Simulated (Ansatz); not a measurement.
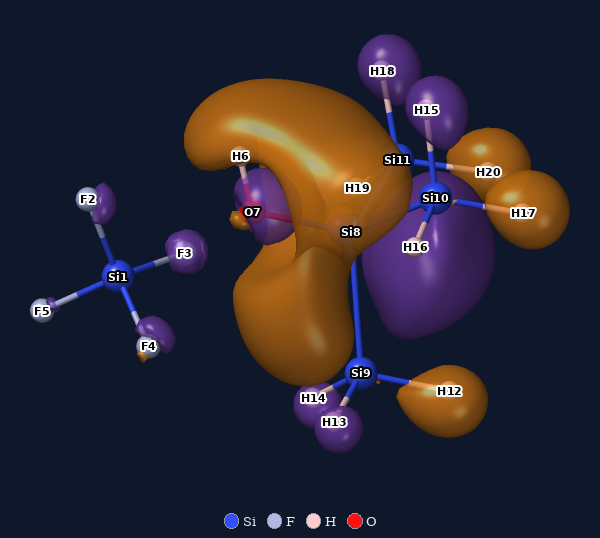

*SiF4···H10OSi4. The LUMO at ±0.08 Å⁻³ᐟ² (orange and purple are the two phases), seen at a tilt.*

The reactant side of a reaction path; geometry: PBE0-D4/def2-TZVP; a saddle point, not a minimum.

These are results of Ansatz 0.2.0, RKS PBE0-D4/def2-TZVPP, not measurements.

The calculation's input:

```
crystal:
  periodic: [false, false, false]
  atoms:
    - {symbol: Si, position_ang: [-2.176513, 1.932986, -1.654612]}
    - {symbol: F, position_ang: [-1.716210, 3.243756, -0.934396]}
    - {symbol: F, position_ang: [-0.978295, 1.212797, -2.356821]}
    - {symbol: F, position_ang: [-2.943324, 0.965946, -0.696738]}
    - {symbol: F, position_ang: [-3.180896, 2.361797, -2.780041]}
    - {symbol: H, position_ang: [0.127084, 2.019418, 0.684235]}
    - {symbol: O, position_ang: [-0.361453, 1.232892, 0.432362]}
    - {symbol: Si, position_ang: [0.455309, -0.228890, 0.514032]}
    - {symbol: Si, position_ang: [-1.082041, -1.916820, 0.002329]}
    - {symbol: Si, position_ang: [1.311685, -0.596009, 2.669327]}
    - {symbol: Si, position_ang: [2.243592, -0.305108, -1.006382]}
    - {symbol: H, position_ang: [-0.352065, -3.210082, 0.115349]}
    - {symbol: H, position_ang: [-2.220367, -1.919716, 0.958104]}
    - {symbol: H, position_ang: [-1.599092, -1.780901, -1.384740]}
    - {symbol: H, position_ang: [2.224142, 0.515669, 3.060483]}
    - {symbol: H, position_ang: [0.223030, -0.685269, 3.679733]}
    - {symbol: H, position_ang: [2.085006, -1.867380, 2.675442]}
    - {symbol: H, position_ang: [3.136268, 0.870645, -0.801147]}
    - {symbol: H, position_ang: [1.771790, -0.302081, -2.416162]}
    - {symbol: H, position_ang: [3.032451, -1.543545, -0.760356]}
basis:
  gaussian: {orbitals: def2-TZVPP}
hamiltonian: {xc: pbe0, dispersion: d4}
output: {orbitals: {seedname: orbitals}}
```

Launched as:

```sh
ansatz run in.yaml --threads 4 --pin off --events-out ev --progress --plain --max-ram 66560MiB --backend cuda --devices 0, --max-vram 37GiB
```

**What is the character of this orbital?**

By Hirshfeld shares it lies mainly on Si8 (about 30 %), Si10 (about 10 %), Si9 (about 10 %), Si11 (about 10 %), O7 (about 10 %) and H6 (about 5 %). Its energy is −1.16 eV.
